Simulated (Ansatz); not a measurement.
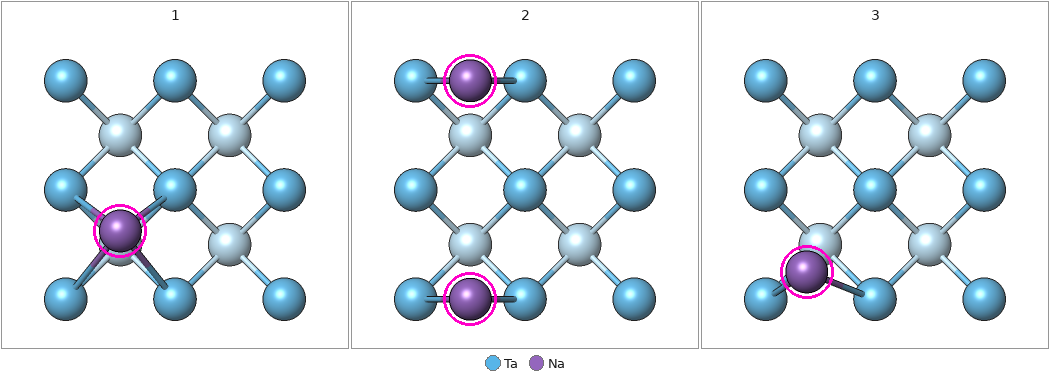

Na on a Ta(100) slab cut from the Im-3m phase, its upper half relaxed before the scan (16 atoms of substrate and one adsorbate in a 2 × 2 cell). 
- Na is moved over the surface cell; relaxed at each place: the height of the adsorbate's atoms; substrate rigid; the origin of the map has the adsorbate above Ta13.
- Places are given modulo a cell vector. The map is drawn in real space over the plane of the surface.
- The scan uses an 8 × 8 grid; 15 points were computed and 49 follow by symmetry.
- Places are given in fractions of the 1 × 1 surface cell.
- Energies: meV, counted from the lowest grid point.
- All numbers below come from DFT PBE, scalar-relativistic, plane waves, PAW (Ansatz). Settings: cutoff 420 eV, k-mesh 4×4×1, gaussian smearing 0.1 eV, no spin polarisation.

The numbered pictures are structures from this grid. Rings mark the moved atoms.

> Rank them by energy, lowest first.

1, at (4/8, 5/8) of the cell vectors [nearest 2 Ta at 3.33 Å]: 31 meV; 3, at (3/8, 2/8) of the cell vectors [nearest 1 Ta at 3.14 Å]: 126 meV; 2, at a bridge site between two Ta atoms, (4/8, 0/8) of the cell vectors: 162 meV.

The map, with the structures marked:

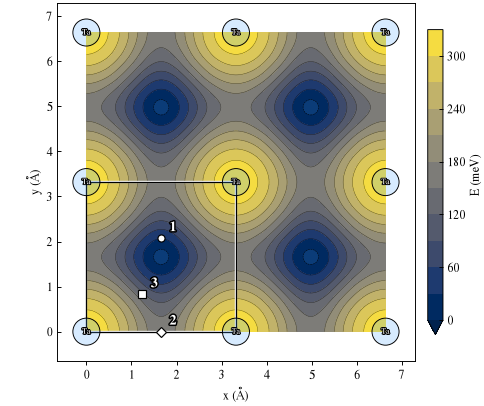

Drawn: filled contours, labelled circles for the atoms of the top layer and small ones for the second layer, the outline of one cell of the 2 × 2 shown. Between grid points the surface is interpolated.

PAW datasets: the set soft_1.
